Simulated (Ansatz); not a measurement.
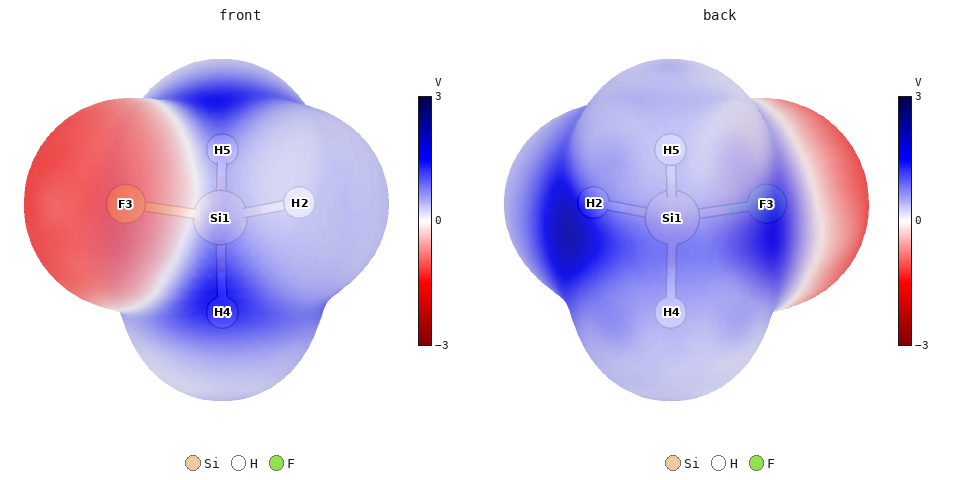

*FH₃Si. The molecular electrostatic potential painted on the density surface at 0.002 e/bohr³, seen from the front and from behind; red is negative and blue positive.*

The calculation used Ansatz, RKS B3LYP-D4/def2-SVP.

Input

```
crystal:
  periodic: [false, false, false]
  atoms:
    - { symbol: Si, position_ang: [0.153675, 0.0, 0.159526] }
    - { symbol: H, position_ang: [0.362899, 0.0, 1.596803] }
    - { symbol: F, position_ang: [1.732151, 0.0, -0.09134] }
    - { symbol: H, position_ang: [-0.502813, 1.215432, -0.392644] }
    - { symbol: H, position_ang: [-0.502813, -1.215432, -0.392644] }
basis:
  gaussian: { orbitals: def2-SVP }
hamiltonian:
  xc: b3lyp
  dispersion: d4
relax:
  f_tol: 0.03
  max_steps: 50
output:
  orbitals: {}
```

Launched as:

```sh
ansatz run input.yaml --threads 1 --pin off --max-ram 2048MiB --backend cpu --events-out ev --progress --plain --runs-dir out
```

The fields are those of the run's last geometry, not of the input's.

Describe the electrostatic potential map.

Answer. The most negative region (about −1.1 V, or −25 kcal/mol for a unit charge) lies over F3, the most positive (about +2.0 V, or +46 kcal/mol for a unit charge) over Si1.
